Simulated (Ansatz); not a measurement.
**SiO+ (quartet): one geometry, many settings at distance Si1–O2 = 4.617 Å**

Aim: run SiO+ (quartet) at one geometry under a spread of methods and options, and see what each costs and gives.

Computed with Ansatz 0.2.0, Gaussian basis. Level: the settings change from run to run.

19 further runs of the same task are left out: 12 that didn't finish, 7 set aside as unsound or not needed.

## 1. What is computed

The geometry derives from a PBE0/def2-TZVP stationary point (not a proven minimum). One bond is set to the value named and the two fragments are kept rigid.

2 atoms, charge 1, spin multiplicity 4.

Atoms are counted from 1 here; the program's logs count them from 0.

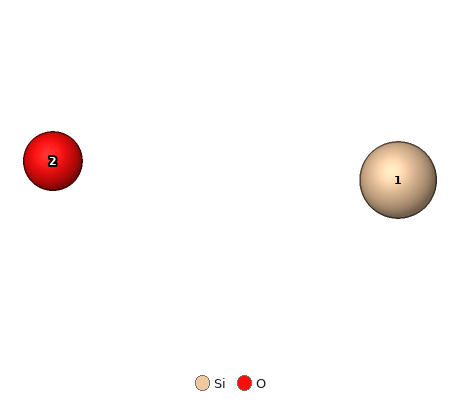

The structure; silicon light orange, oxygen red; atoms are numbered from 1 in the order of the file.

## 2. CCSD(T) on UHF/6-31G

File in.yaml:

```yaml
crystal:
  periodic: [false, false, false]
  atoms:
    - {symbol: Si, position_ang: [0.000000, 0.000000, 0.000000]}
    - {symbol: O, position_ang: [0.000000, 0.000000, 4.617000]}
basis:
  gaussian: {orbitals: 6-31G}
total_charge: 1
magnetization: {spin_polarized: true, initial_magnetization: 3}
correlation: {method: ccsd_t, electrons: all}
scf: {lower_state_search: off}
output: {forces: true}
```

Launch:

```bash
> ansatz run in.yaml --threads 1 --pin off --events-out ev --progress --plain --max-ram 2393MiB
```

The program printed (excerpt; [...] marks lines left out):

```text
Functional definition: HF
  name "HF"
  cite "Fock, Z. Phys. 61, 126 (1930) doi:10.1007/BF01340294"
  parent pbe
[...]
215 factors; integrals over basis functions are off by at most 3.0e-4 eV
[...]
mean field -9886.69377448 eV, -363.3292947703 hartree, gradient 4.6e-9 eV, S^2 3.753759; 1 other end points of the search recorded, 0 dependent functions left out
reference -9886.69377448 eV, -363.3292947703 hartree; 12, 9 occupied and 10, 13 virtual orbitals, 215 factors
second order -1.96437028 eV of doubles, -0.00000000 eV of singles
cycle   1  -2.32131083 eV  change   -3.6e-1 eV  update   5.4e-2
[...]
cycle   8  -2.52148007 eV  change    2.4e-9 eV  update   5.2e-9
perturbative correction -0.01347803 eV, -0.0004953084 hartree
[...]
Total energy: -9889.22873258 eV, -363.4224527622 hartree
Atom 0 at     0.000000     0.000000     0.000000 Å, force    -0.000000    -0.000000     0.067288 eV/Å
Atom 1 at     0.000000     0.000000     4.617000 Å, force     0.000000     0.000000    -0.067288 eV/Å
Dipole moment:    -0.000000    -0.000000    -1.659589 e Å
Checks for a lower state left out: starts, cluster_reference, orbital_swaps, neighbouring_geometries, increment
```

Run time: 1.3 s. Hardware: 1 thread of Intel Xeon 6975P-C, shared host.

From the report: ⟨S²⟩ of the determinant 3.754 (pure quartet: 3.75); correlation -2.5350 eV; T1 0.003; largest double amplitude 0.12.

## 3. MRCISD+Q(relaxed)(5,4)/6-31G

File in.yaml:

```yaml
crystal:
  periodic: [false, false, false]
  atoms:
    - {symbol: Si, position_ang: [0.000000, 0.000000, 0.000000]}
    - {symbol: O, position_ang: [0.000000, 0.000000, 4.617000]}
basis:
  gaussian: {orbitals: 6-31G}
total_charge: 1
magnetization: {spin_polarized: false, initial_magnetization: 3}
correlation: {method: fic_mrcisd_q_relaxed, electrons: outside_noble_gas, active_space: {window: {electrons: 5, orbitals: 4}}}
accuracy: high
```

Same command.

The program printed (excerpt; [...] marks lines left out):

```text
Functional definition: HF
  name "HF"
  cite "Fock, Z. Phys. 61, 126 (1930) doi:10.1007/BF01340294"
  parent pbe
[...]
361 factors; integrals over basis functions are off by at most 4.1e-9 eV
[...]
mean field -9886.63546607 eV, -363.3271519759 hartree, gradient 9.1e-9 eV, S^2 3.750000; 22 other end points of the search recorded, 0 dependent functions left out
reference -9886.63546607 eV, -363.3271519759 hartree; 12, 9 occupied and 10, 13 virtual orbitals, 361 factors
state -9886.63546607 eV, -363.3271519759 hartree
contracted CI cycle   1: correlation 0.00000000 eV, 0.0000000000 hartree, residual 1.27e1 eV
contracted CI cycle   2: correlation -2.29611221 eV, -0.0843805672 hartree, residual 2.05e0 eV
contracted CI cycle   3: correlation -2.36612217 eV, -0.0869533858 hartree, residual 3.42e-1 eV
contracted CI cycle   4: correlation -2.36838140 eV, -0.0870364113 hartree, residual 6.27e-2 eV
[...]
contracted CI cycle   7: correlation -2.36846163 eV, -0.0870393595 hartree, residual 2.46e-3 eV
contracted CI cycle   8: correlation -2.36846175 eV, -0.0870393640 hartree, residual 8.98e-4 eV
contracted CI cycle   9: correlation -2.36846178 eV, -0.0870393649 hartree, residual 5.31e-4 eV
contracted CI cycle  10: correlation -2.36846179 eV, -0.0870393654 hartree, residual 3.82e-4 eV
contracted CI cycle  11: correlation -2.36846179 eV, -0.0870393655 hartree, residual 1.57e-4 eV
contracted CI cycle  12: correlation -2.36846179 eV, -0.0870393655 hartree, residual 5.84e-5 eV
contracted CI cycle  13: correlation -2.36846179 eV, -0.0870393655 hartree, residual 1.29e-5 eV
contracted CI cycle  14: correlation -2.36846179 eV, -0.0870393655 hartree, residual 4.25e-6 eV
contracted CI cycle  15: correlation -2.36846179 eV, -0.0870393655 hartree, residual 1.19e-6 eV
state -9886.63546607 eV, -363.3271519759 hartree; corrected -9889.13219718 eV, -363.4189051518 hartree
WARN: 1 active orbitals are nearly empty or full. The corrections depend on them more than the energy does, and are more stable in an active space without them
Total energy: -9889.13219718 eV, -363.4189051518 hartree
```

Wall time 1.2 s (1 thread of Intel Xeon 6975P-C, shared host).

From the report: 1 determinant; active occupations 2.00, 1.00, 1.00, 1.00. The report marks this result as in doubt.

## 4. HF/6-31G

File in.yaml:

```yaml
crystal:
  periodic: [false, false, false]
  atoms:
    - {symbol: Si, position_ang: [0.000000, 0.000000, 0.000000]}
    - {symbol: O, position_ang: [0.000000, 0.000000, 4.617000]}
basis:
  gaussian: {orbitals: 6-31G}
total_charge: 1
magnetization: {spin_polarized: true, initial_magnetization: 3}
hamiltonian: {xc: hf}
accuracy: high
output: {forces: true, orbitals: {seedname: orbitals}}
```

The command is unchanged.

The program printed (excerpt; [...] marks lines left out):

```text
Functional definition: HF
  name "HF"
  cite "Fock, Z. Phys. 61, 126 (1930) doi:10.1007/BF01340294"
  parent pbe
[...]
361 factors; integrals over basis functions are off by at most 4.1e-9 eV
[...]
mean field -9886.69379013 eV, -363.3292953455 hartree, gradient 1.9e-8 eV, S^2 3.753759; 6 other end points of the search recorded, 0 dependent functions left out
[...]
reference -9886.69379013 eV, -363.3292953455 hartree; 12, 9 occupied and 10, 13 virtual orbitals, 361 factors
Total energy: -9886.69379013 eV, -363.3292953455 hartree
Atom 0 at     0.000000     0.000000     0.000000 Å, force     0.000000    -0.000000     0.053718 eV/Å
Atom 1 at     0.000000     0.000000     4.617000 Å, force     0.000000    -0.000000    -0.053718 eV/Å
Dipole moment:    -0.000000    -0.000000    -1.662599 e Å
```

Run time: 0.39 s. Hardware: 1 thread of Intel Xeon 6975P-C, shared host.

From the report: ⟨S²⟩ of the determinant 3.754 (pure quartet: 3.75).

## 5. NEVPT2(3,5)/def2-SVP

File in.yaml:

```yaml
crystal:
  periodic: [false, false, false]
  atoms:
    - {symbol: Si, position_ang: [0.000000, 0.000000, 0.000000]}
    - {symbol: O, position_ang: [0.000000, 0.000000, 4.617000]}
basis:
  gaussian: {orbitals: def2-SVP, point_charges: [{charge: 1.00, position_ang: [3.186, 0.881, -0.558]}]}
total_charge: 1
magnetization: {spin_polarized: false, initial_magnetization: 3}
hamiltonian: {pseudopotentials: {relativity: none}}
correlation: {method: sc_nevpt2, electrons: outside_noble_gas, active_space: {window: {electrons: 3, orbitals: 5}}}
scf: {lower_state_search: off}
```

The command is unchanged.

The program printed (excerpt; [...] marks lines left out):

```text
Functional definition: HF
  name "HF"
  cite "Fock, Z. Phys. 61, 126 (1930) doi:10.1007/BF01340294"
  parent pbe
[...]
292 factors; integrals over basis functions are off by at most 3.0e-4 eV
[...]
mean field -9878.96863457 eV, -363.0454011150 hartree, gradient 8.8e-6 eV, S^2 3.750000; 0 other end points of the search recorded, 0 dependent functions left out
reference -9878.96863457 eV, -363.0454011150 hartree; 12, 9 occupied and 20, 23 virtual orbitals, 292 factors
state -9879.07984755 eV, -363.0494881165 hartree
state -9879.07984755 eV, -363.0494881165 hartree; corrected -9882.99607479 eV, -363.1934068134 hartree
Total energy: -9882.99607479 eV, -363.1934068134 hartree
Checks for a lower state left out: stability, starts, cluster_reference, orbital_swaps, neighbouring_geometries, increment
```

Run time: 0.51 s. Hardware: 1 thread of Intel Xeon 6975P-C, shared host.

From the report: 10 determinants; active occupations 1.00, 1.00, 1.00, 0.00, 0.00.

## 6. MRCISD+Q(relaxed)(5,4)/6-31G

File in.yaml:

```yaml
crystal:
  periodic: [false, false, false]
  atoms:
    - {symbol: Si, position_ang: [0.000000, 0.000000, 0.000000]}
    - {symbol: O, position_ang: [0.000000, 0.000000, 4.617000]}
basis:
  gaussian: {orbitals: 6-31G}
total_charge: 1
magnetization: {spin_polarized: false, initial_magnetization: 3}
hamiltonian: {pseudopotentials: {relativity: none}}
correlation: {method: fic_mrcisd_q_relaxed, electrons: valence, active_space: {window: {electrons: 5, orbitals: 4}}}
accuracy: high
```

Launched as before.

The program printed (excerpt; [...] marks lines left out):

```text
Functional definition: HF
  name "HF"
  cite "Fock, Z. Phys. 61, 126 (1930) doi:10.1007/BF01340294"
  parent pbe
[...]
361 factors; integrals over basis functions are off by at most 4.1e-9 eV
[...]
mean field -9886.63546607 eV, -363.3271519759 hartree, gradient 9.1e-9 eV, S^2 3.750000; 22 other end points of the search recorded, 0 dependent functions left out
reference -9886.63546607 eV, -363.3271519759 hartree; 12, 9 occupied and 10, 13 virtual orbitals, 361 factors
state -9886.63546607 eV, -363.3271519759 hartree
contracted CI cycle   1: correlation 0.00000000 eV, 0.0000000000 hartree, residual 1.27e1 eV
contracted CI cycle   2: correlation -2.29611221 eV, -0.0843805672 hartree, residual 2.05e0 eV
contracted CI cycle   3: correlation -2.36612217 eV, -0.0869533858 hartree, residual 3.42e-1 eV
contracted CI cycle   4: correlation -2.36838140 eV, -0.0870364113 hartree, residual 6.27e-2 eV
[...]
contracted CI cycle   7: correlation -2.36846163 eV, -0.0870393595 hartree, residual 2.46e-3 eV
contracted CI cycle   8: correlation -2.36846175 eV, -0.0870393640 hartree, residual 8.98e-4 eV
contracted CI cycle   9: correlation -2.36846178 eV, -0.0870393649 hartree, residual 5.31e-4 eV
contracted CI cycle  10: correlation -2.36846179 eV, -0.0870393654 hartree, residual 3.82e-4 eV
contracted CI cycle  11: correlation -2.36846179 eV, -0.0870393655 hartree, residual 1.57e-4 eV
contracted CI cycle  12: correlation -2.36846179 eV, -0.0870393655 hartree, residual 5.84e-5 eV
contracted CI cycle  13: correlation -2.36846179 eV, -0.0870393655 hartree, residual 1.29e-5 eV
contracted CI cycle  14: correlation -2.36846179 eV, -0.0870393655 hartree, residual 4.25e-6 eV
contracted CI cycle  15: correlation -2.36846179 eV, -0.0870393655 hartree, residual 1.19e-6 eV
state -9886.63546607 eV, -363.3271519759 hartree; corrected -9889.13219718 eV, -363.4189051518 hartree
WARN: 1 active orbitals are nearly empty or full. The corrections depend on them more than the energy does, and are more stable in an active space without them
Total energy: -9889.13219718 eV, -363.4189051518 hartree
```

Run time: 1.3 s. Hardware: 1 thread of Intel Xeon 6975P-C, shared host.

From the report: 1 determinant; active occupations 2.00, 1.00, 1.00, 1.00. The report marks this result as in doubt.

## 7. BCCD on UHF/6-31G

File in.yaml:

```yaml
crystal:
  periodic: [false, false, false]
  atoms:
    - {symbol: Si, position_ang: [0.000000, 0.000000, 0.000000]}
    - {symbol: O, position_ang: [0.000000, 0.000000, 4.617000]}
basis:
  gaussian: {orbitals: 6-31G}
total_charge: 1
magnetization: {spin_polarized: true, initial_magnetization: 3}
correlation: {method: bccd, electrons: outside_noble_gas}
output: {forces: true}
```

The command is unchanged.

The program printed (excerpt; [...] marks lines left out):

```text
Functional definition: HF
  name "HF"
  cite "Fock, Z. Phys. 61, 126 (1930) doi:10.1007/BF01340294"
  parent pbe
[...]
215 factors; integrals over basis functions are off by at most 3.0e-4 eV
[...]
mean field -9886.69377448 eV, -363.3292947703 hartree, gradient 4.6e-9 eV, S^2 3.753759; 22 other end points of the search recorded, 0 dependent functions left out
determinant -9886.69377448 eV, -363.3292947703 hartree, with singles and doubles -9889.10025052 eV, -363.4177311338 hartree
determinant -9886.67868281 eV, -363.3287401617 hartree, with singles and doubles -9889.08434191 eV, -363.4171465031 hartree
determinant -9886.63227061 eV, -363.3270345450 hartree, with singles and doubles -9889.03480628 eV, -363.4153261021 hartree
determinant -9886.63063860 eV, -363.3269745698 hartree, with singles and doubles -9889.03359739 eV, -363.4152816763 hartree
[...]
determinant -9886.62863022 eV, -363.3269007631 hartree, with singles and doubles -9889.03165732 eV, -363.4152103802 hartree
6 core orbitals not correlated: weight in the atoms' cores, before any rotation towards them, 1.000 or more for the frozen orbitals, at most 0.000 for the correlated occupied ones
reference -9886.69377448 eV, -363.3292947703 hartree; 6, 3 occupied and 10, 13 virtual orbitals, 215 factors
second order -1.84224315 eV of doubles, -0.00000000 eV of singles
cycle   1  -2.40577041 eV  change    1.2e-3 eV  update   2.1e-3
[...]
cycle  26  -2.40474904 eV  change   -4.7e-9 eV  update   6.6e-9
[...]
the multipliers restart with 30 DIIS vectors
Total energy: -9889.09852352 eV, -363.4176676675 hartree
Atom 0 at     0.000000     0.000000     0.000000 Å, force    -0.000000     0.000000     0.065887 eV/Å
Atom 1 at     0.000000     0.000000     4.617000 Å, force     0.000000    -0.000000    -0.065887 eV/Å
Dipole moment:    -0.000000     0.000000    -1.659991 e Å
```

It took 2.3 s on 1 thread of Intel Xeon 6975P-C, shared host.

From the report: ⟨S²⟩ of the determinant 3.754 (pure quartet: 3.75); correlation -2.4047 eV; largest double amplitude 0.12.

## 8. All runs side by side

Where basis and cores are those of an earlier FCI/6-31G run (-9889.1138 eV), and the state is the same kind, the miss against it is given. † marks a result that the program doubts.

```tsv
level	correlated	functions	energy (eV)	from FCI (meV)	time
CCSD(T) on UHF/6-31G	all	22	-9889.2287		1.3 s
MRCISD+Q(relaxed)(5,4)/6-31G †	outside noble gas	22	-9889.1322	-18.4	1.2 s
HF/6-31G		22	-9886.6938	2420.0	0.39 s
NEVPT2(3,5)/def2-SVP (beside a point charge)	outside noble gas	32	-9882.9961		0.51 s
MRCISD+Q(relaxed)(5,4)/6-31G †	valence	22	-9889.1322		1.3 s
BCCD on UHF/6-31G	outside noble gas	22	-9889.0985	15.2	2.3 s
```

## 9. Results

| quantity | value |
| --- | --- |
| runs | 6 |
| quickest | HF/6-31G, 0.39 s |
| slowest | BCCD on UHF/6-31G, 2.3 s |

In words: Total energies in different bases, with other cores or another treatment of relativity can't be set against each other. BCCD on UHF/6-31G took 6 times as long as HF/6-31G; the jobs differ in more than the method. Among the correlated runs with a miss given, it spans -18 to +15 meV. Hartree-Fock, CASSCF and CASCI lack dynamic correlation by design.
